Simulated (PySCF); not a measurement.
# InP (triplet): what the fields show

```tsv
atom	x (Å)	y (Å)	z (Å)
In	0.0000	0.0000	-0.5678
P	0.0000	0.0000	2.1062
```

Core potentials replace the inner electrons of In.

All numbers below come from PBE0/def2-SVPD, non-relativistic Hamiltonian with scalar-relativistic core potentials where named, at a bond length of 2.674 Å in PySCF.

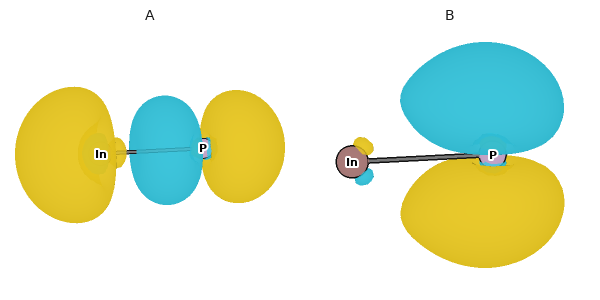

Figure 1. Two frontier α-spin orbitals, each drawn at the value that holds 80 % of its norm (yellow and cyan are the two phases), in no order; of a degenerate pair one member is drawn.

Label each orbital by symmetry, say whether it is occupied, and order them by energy.

Answer. Orbital B: π, occupied in this spin, −6.80 eV; mainly on P (90 %).
Orbital A: σ, occupied in this spin, −5.69 eV; shared between the atoms (In 45 %, P 55 %).

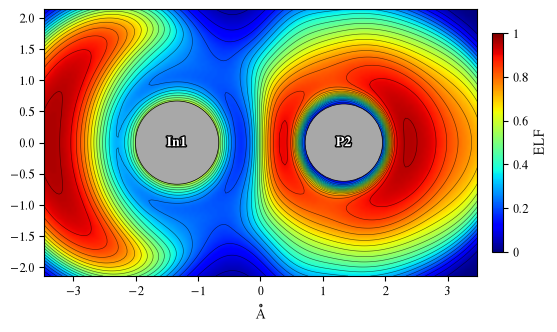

Figure 2. Electron localisation function on a plane that holds the molecular axis. Grey discs cover the atomic cores.

Read the bonding off the picture.

Answer.
- Atoms in the plane: In and P.
- In–P (2.67 Å): the ELF peaks at about 0.90 in the valence shell of P, 1.0 Å from its nucleus, and drops to about 0.15 between the two atoms.
- The ELF also peaks beside P2, away from the bonds: non-bonding electrons, paired or unpaired.

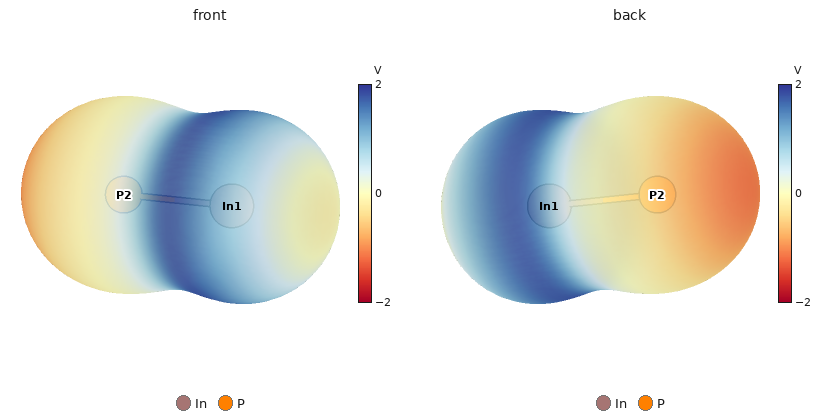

Figure 3. The molecular electrostatic potential painted on the density surface at 0.002 e/bohr³, seen from the front and from behind; red is negative and blue positive.

Describe the electrostatic potential map.

Answer. The most negative region (about −1.2 V, or −28 kcal/mol for a unit charge) lies over P2, the most positive (about +1.8 V, or +42 kcal/mol for a unit charge) over In1.
